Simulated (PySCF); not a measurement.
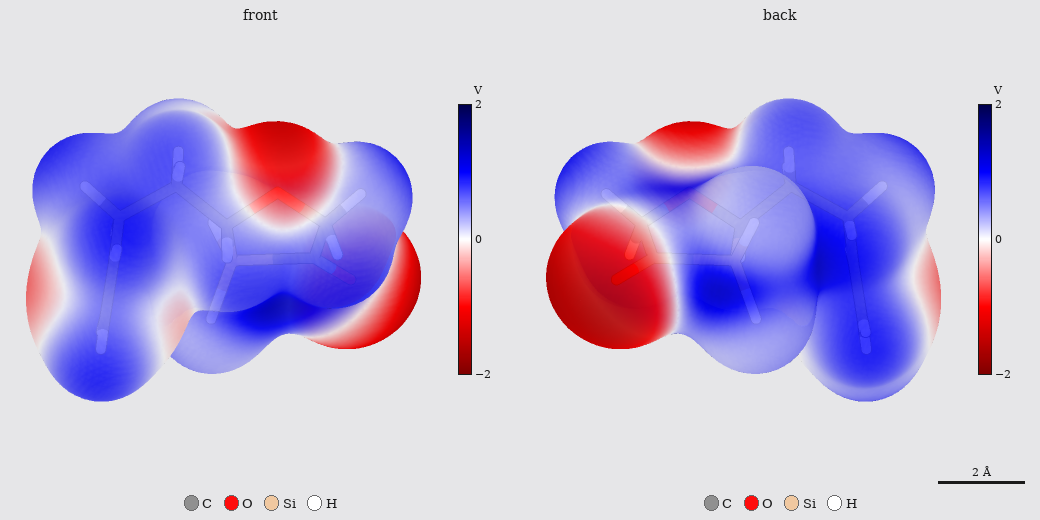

The picture shows: C$_{7}$H$_{12}$O$_{2}$Si. The molecular electrostatic potential painted on the density surface at 0.002 e/bohr³, seen from the front and from behind; the colour scale runs from red (negative) to blue (positive).

Geometry: GFN2-xTB.

Level of theory: PBE0/pcSseg-1, SCF density, gas phase, non-relativistic in PySCF 2.14.0.

```xyz
22

C     2.7278    1.2038   -0.8771
C     2.4982    0.1865   -0.0689
C     1.7617   -1.0556   -0.4561
C     0.5400   -1.2920    0.4329
C    -0.4686   -0.1570    0.3161
O    -1.5940   -0.4874    1.1414
C    -2.6515    0.4105    0.9618
C    -2.8740    0.6900   -0.5163
O    -3.8630    1.2126   -0.9620
Si   -1.2595    0.1279   -1.4076
H     2.3887    1.1990   -1.9003
H     3.2703    2.0770   -0.5577
H     2.8517    0.2111    0.9542
H     1.4477   -0.9887   -1.5002
H     2.4339   -1.9123   -0.3542
H     0.8508   -1.3872    1.4760
H     0.0477   -2.2234    0.1487
H    -0.0103    0.7694    0.7031
H    -3.5371   -0.0216    1.4314
H    -2.4363    1.3810    1.4426
H    -0.6633    1.2007   -2.1949
H    -1.4712   -1.1252   -2.1269
```

**Which sites attract a positive test charge, and which a negative one?**

A positive charge is drawn to the negative regions and a negative charge to the positive ones. The most negative region (about −1.6 V) lies over O9, the most positive (about +1.3 V) over C8 and Si10. O9 is the likeliest acceptor of a hydrogen bond.

**How polar is the molecule by this calculation?**

Its dipole moment is 2.62 D.
